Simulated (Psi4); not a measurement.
# Two attempts at SiCl2 (SMILES Cl[Si]Cl)

Wanted: a single-point energy of SiCl2, CEPA(3)/DZVP.

Program for the calculation: Psi4 1.11.

### 1 The structure to begin with

SiCl2: 3 atoms, total charge 0, spin state singlet. As SMILES, `Cl[Si]Cl`. The shape is that of a GFN2-xTB optimisation.

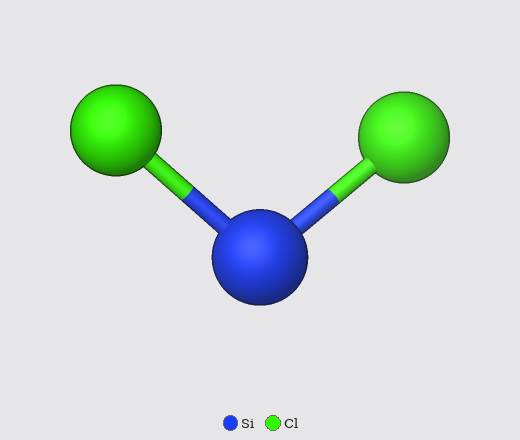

Viewed from a chosen angle; silicon blue, chlorine green.

### 2 First attempt

Contents of cl2si.xyz:

```xyz
3
Cl2Si
Si     0.005140    -0.006950    -0.869340
Cl     1.581630    -0.018940     0.444080
Cl    -1.586770     0.025890     0.425270
```

Contents of job.py:

```python
import psi4

psi4.set_memory(1600000000)
psi4.set_num_threads(1)
psi4.set_output_file('cl2si.out', False)

with open('cl2si.xyz') as f:
    atoms = ''.join(f.readlines()[2:])
m = psi4.geometry('1 1\n' + atoms + 'no_reorient\nno_com')

psi4.set_options({
    'basis': 'DZVP',
    'scf_type': 'pk',
    'freeze_core': True,
})

e_tot, wfn = psi4.energy("cepa(3)", return_wfn=True)
print(f'total energy {e_tot:.8f} hartree = {e_tot * 27.211386:.5f} eV')
for k, v in sorted(psi4.core.scalar_variables().items()):
    print(f'{k:45s} {v:18.10f}')
```

Command:

```console
$ python job.py
```

cl2si.out:

```text
-----------------------------------------------------------------------
                               Psi4 1.11 release

    h
    h
    h

    -----------------------------------------------------------------------

    Memory:     1.5 GiB
    Threads:    1
                ecpint, einsums, f̶o̶r̶t̶e̶, gauxc, gcp, g̶d̶m̶a̶, geometric, g̶p̶u̶_̶d̶f̶c̶c̶,
                i̶n̶t̶e̶g̶r̶a̶t̶o̶r̶x̶x̶, i̶p̶i̶, libefp, m̶d̶i̶, m̶p̶2̶d̶, m̶r̶c̶c̶, ooo,
                o̶p̶e̶n̶f̶e̶r̶m̶i̶o̶n̶p̶s̶i̶4̶, pcmsolver, p̶s̶i̶4̶f̶o̶c̶k̶c̶i̶, p̶s̶i̶x̶a̶s̶,
                p̶y̶e̶i̶n̶s̶u̶m̶s̶, r̶e̶s̶p̶, s̶i̶m̶i̶n̶t̶, s̶n̶s̶m̶p̶2̶,
                v̶2̶r̶d̶m̶_̶c̶a̶s̶s̶c̶f̶
```

On the terminal:

```text
Traceback (most recent call last):
  File "job.py", line 9, in <module>
    m = psi4.geometry('1 1\n' + atoms + 'no_reorient\nno_com')
qcelemental.exceptions.ValidationError: Inconsistent or unspecified chg/mult: sys chg: None, frag chg: [1.0], sys mult: None, frag mult: [1]
```

Run time: 0.74 s. Hardware: 1 thread of AMD EPYC 9R45 (Zen 5), shared host; peak memory 0.13 GiB.

### 3 Diagnosis

The input was rejected.

The telling line is `qcelemental.exceptions.ValidationError: Inconsistent or unspecified chg/mult: sys chg: None, frag chg: [1.0], sys mult: None, frag mult: [1]`. The fault: charge and multiplicity as typed don't fit the electron count or the species meant. To mend it: charge 0 in place of 1. That is the species meant; for the charge typed, the multiplicity would have to change.

### 4 Second attempt

cl2si.xyz is that of step 2.

Contents of job.py:

```python
import psi4

psi4.set_memory(1600000000)
psi4.set_num_threads(1)
psi4.set_output_file('output.dat', False)

with open('cl2si.xyz') as f:
    atoms = ''.join(f.readlines()[2:])
geom = psi4.geometry('0 1\n' + atoms + 'no_reorient\nno_com')

options = {'basis': 'DZVP', 'scf_type': 'pk', 'freeze_core': True}
psi4.set_options(options)

result, w = psi4.energy('cepa(3)', return_wfn=True)
print(f'cepa(3) energy: {result:.10f} Eh')
```

Command:

```console
$ python job.py
```

output.dat:

```text
[...]
  Running in c1 symmetry.
[...]
  Nuclear repulsion =  171.011978684548467
[...]
  Multiplicity = 1
[...]
  Nalpha       = 24
  Nbeta        = 24
[...]
    Number of basis functions: 54
[...]
   @RHF iter   1: -1207.77749774911945   -3.12790e-01   3.12240e-03 DIIS/ADIIS
[...]
   @RHF iter  10: -1207.79947880965778   -3.18323e-12   3.47548e-09 DIIS
[...]
    Orbital Energies [Eh]
    ---------------------
    Doubly Occupied:
       1A   -104.851111     2A   -104.851083     3A    -68.905651
       4A    -10.566007     5A    -10.565974     6A     -8.045208
       7A     -8.045175     8A     -8.042888     9A     -8.042856
      10A     -8.042436    11A     -8.042403    12A     -6.231523
      13A     -4.342948    14A     -4.341933    15A     -4.340963
      16A     -1.140258    17A     -1.104268    18A     -0.686213
      19A     -0.562395    20A     -0.529707    21A     -0.516252
      22A     -0.480321    23A     -0.464777    24A     -0.378841
[...]
  @RHF Final Energy: -1207.79947880965778
   => Energetics <=
    Nuclear Repulsion Energy =            171.0119786845484668
    One-Electron Energy =               -2011.3805328810512947
    Two-Electron Energy =                 632.5690753868449292
    Total Energy =                      -1207.7994788096580123
[...]
 Multipole Moments:
 ------------------------------------------------------------------------------------
     Multipole            Electronic (a.u.)      Nuclear  (a.u.)        Total (a.u.)
 ------------------------------------------------------------------------------------
 L = 1.  Multiply by 2.5417464519 to convert [e a0] to [Debye]
 Dipole X            :          0.0328674           -0.0291396            0.0037278
 Dipole Y            :         -0.0438521            0.0394008           -0.0044513
 Dipole Z            :         -5.4847780            4.9287648           -0.5560132
 Magnitude           :                                                    0.5560435
[...]
      * SCS-MP2 total energy:                -1208.113397597784
[...]
      * MP2 total energy:                    -1208.121741388439
[...]
```

On the terminal:

```text
cepa(3) energy: -1208.1534168140 Eh
```

It took 2.5 s on 1 thread of AMD EPYC 9R45 (Zen 5), shared host; peak memory 0.23 GiB.

### 5 Summary of results

At CEPA(3)/DZVP:

| quantity | value |
| --- | --- |
| total energy | -1208.15342 Eh |
| HOMO energy (Hartree–Fock orbitals) | -10.31 eV |
| LUMO energy (Hartree–Fock orbitals) | 0.07 eV |
| HOMO–LUMO gap (Hartree–Fock orbitals) | 10.38 eV |
| correlation energy (15 core orbitals frozen) | -353.9 mEh |
